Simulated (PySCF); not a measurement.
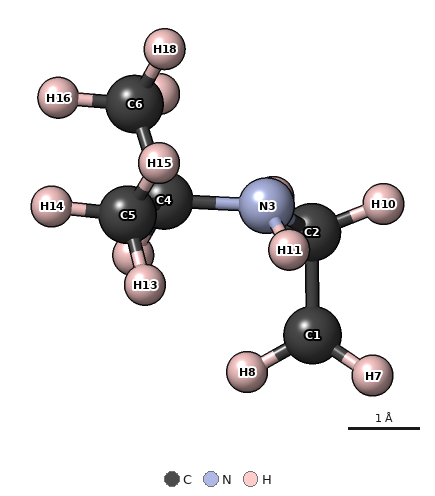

The input geometry (ball-and-stick view, seen at a tilt; atoms are numbered from 1 in the order of the input). Bond lengths as drawn: C–C 1.47 to 1.53 Å, C–H 1.07 to 1.10 Å, C–N 1.46 to 1.47 Å and H–N 1.02 Å.

## EPR calculation of C5H12N

System: C5H12N, multiplicity 2.
Method: UKS B3LYP, pcH-1 on C H N, non-relativistic, mean-field spin-orbit, GIAO (PySCF 2.14.0).

It belongs to a series of runs on one base structure; here: H removed from sp3 C.

### Output
```
UKS, coarse grid
  cycle   1  E = -252.40243308  |g| = 3.42e-01
  cycle   2  E = -252.38663648  |g| = 3.93e-01
  cycle   3  E = -252.46401220  |g| = 5.02e-02
  cycle   4  E = -252.46456396  |g| = 3.70e-02
  cycle   5  E = -252.46521604  |g| = 6.84e-03
  cycle   6  E = -252.46524143  |g| = 2.66e-03
  cycle   7  E = -252.46524622  |g| = 1.27e-03
  cycle   8  E = -252.46524693  |g| = 2.70e-04
UKS, final grid
  cycle   1  E = -252.46522272  |g| = 2.65e-04
  cycle   2  E = -252.46522270  |g| = 3.32e-04
  cycle   3  E = -252.46522275  |g| = 2.51e-05
  cycle   4  E = -252.46522275  |g| = 1.66e-05
E = -252.46522275 Eh   <S^2> = 0.7542 (exact 0.7500)
g shifts (ppm)      1          2          3
  rmc          -150       -150       -150
  gc             17         31         40
  oz_so         -10        113        571
  total        -143         -6        461
hyperfine (MHz)  atom isotope    a_iso     a_fc   dipolar eigenvalues
    0   13C      94.57      94.57    -78.04    -77.37    155.41
    1   13C     -29.03     -29.03     -1.65     -1.07      2.73
    2   14N       7.10       7.10     -7.33     -6.78     14.11
    3   13C      -2.47      -2.47     -0.68     -0.62      1.30
    4   13C       2.82       2.82     -0.41     -0.29      0.70
    5   13C       5.95       5.95     -0.48     -0.37      0.85
    6    1H     -57.85     -57.85    -37.71     -0.34     38.06
    7    1H     -57.27     -57.27    -37.11     -0.87     37.99
    8    1H      46.85      46.85     -5.99     -3.16      9.15
    9    1H       1.94       1.94     -5.97     -3.23      9.19
   10    1H      -7.63      -7.63    -11.93     -1.12     13.05
   11    1H       5.52       5.52     -2.88     -2.47      5.35
   12    1H      -0.06      -0.06     -1.46     -0.99      2.45
   13    1H       0.89       0.89     -0.72     -0.65      1.38
   14    1H       0.02       0.02     -1.11     -0.93      2.04
   15    1H       2.84       2.84     -0.73     -0.66      1.38
   16    1H       0.21       0.21     -1.50     -0.76      2.27
   17    1H       0.08       0.08     -1.16     -0.91      2.07
```

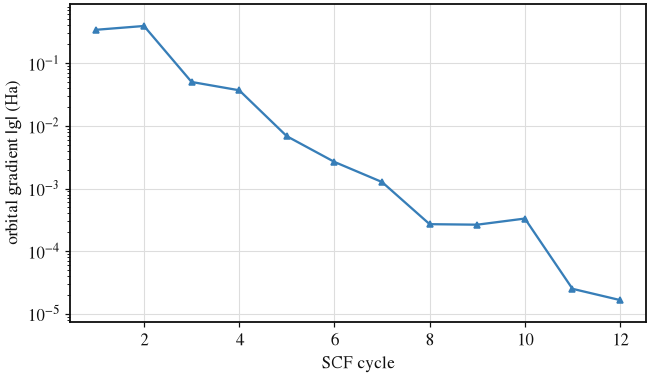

Convergence of the self-consistent field: orbital gradient |g| against the SCF cycle. All cycles printed in the log are drawn one after another.

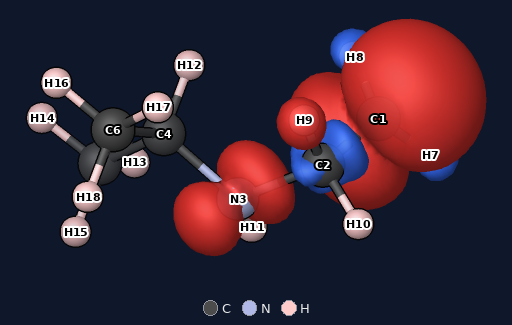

Isosurfaces of the spin density at +0.015 (red) and −0.015 e/Å³ (blue), seen from the side. The unpaired spin (1 electron) lies mostly on C1 (about 0.7) and N3 (about 0.1), in electrons by Hirshfeld's partition.

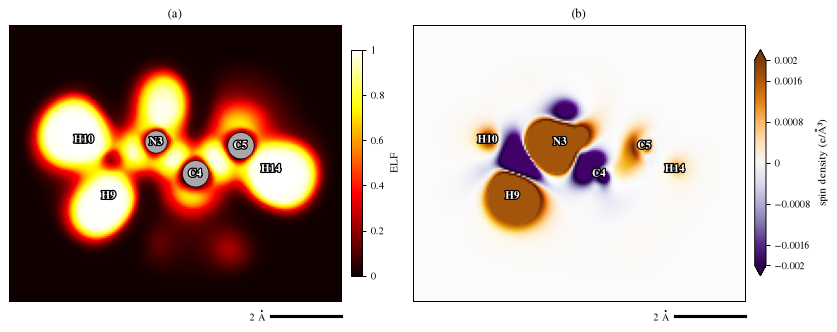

(a) ELF; (b) spin density on the plane of atoms C4, C5 and H14. Grey discs, where drawn, cover atomic cores. The section cuts through N, C and H sites. C–N (1.46 Å): the ELF peaks at about 0.95 between the atoms, which marks a covalent bond. C–C (1.53 Å): the ELF peaks at about 0.95 between the atoms (localised, shared-pair bonding). The unpaired spin (1 electron) lies mostly on C1 (about 0.7) and N3 (about 0.1), in electrons by Hirshfeld's partition.

The run was set up as follows.

### Input file
```
{"job": {"kind": "epr", "basis": "pcH-1"}, "charge": 0, "multiplicity": 2}
C      2.409441    -0.549088    -0.696641
C      1.756281     0.184190     0.400883
N      0.414916    -0.366134     0.667854
C     -0.666406     0.110324    -0.184587
C     -1.784608    -0.927606    -0.210813
C     -1.184814     1.437826     0.372318
H      3.068179    -1.369597    -0.483624
H      2.000276    -0.490235    -1.688907
H      1.629705     1.244956     0.169029
H      2.327282     0.097489     1.328803
H      0.464460    -1.380288     0.645622
H     -0.320326     0.276525    -1.219242
H     -1.437866    -1.856558    -0.660554
H     -2.627562    -0.559526    -0.789951
H     -2.120697    -1.134711     0.802488
H     -2.010419     1.803298    -0.233228
H     -0.399508     2.189191     0.374853
H     -1.527093     1.296264     1.394040
```

The first line tells a small driver script what to run in PySCF; the rest is the geometry in Å.

Command:
```bash
OMP_NUM_THREADS=1 python <driver script> task.json out
```

### Key numbers

```json
{"quantity": "outcome", "value": "converged"}
{"quantity": "total energy", "value": "−252.465223 hartree"}
{"quantity": "⟨S²⟩", "value": "0.754"}
{"quantity": "isotropic g", "value": "2.0024"}
{"quantity": "hardware", "value": "1 CPU thread, shared host"}
{"quantity": "wall time", "value": "52 s"}
{"quantity": "peak memory", "value": "0.97 GiB"}
```
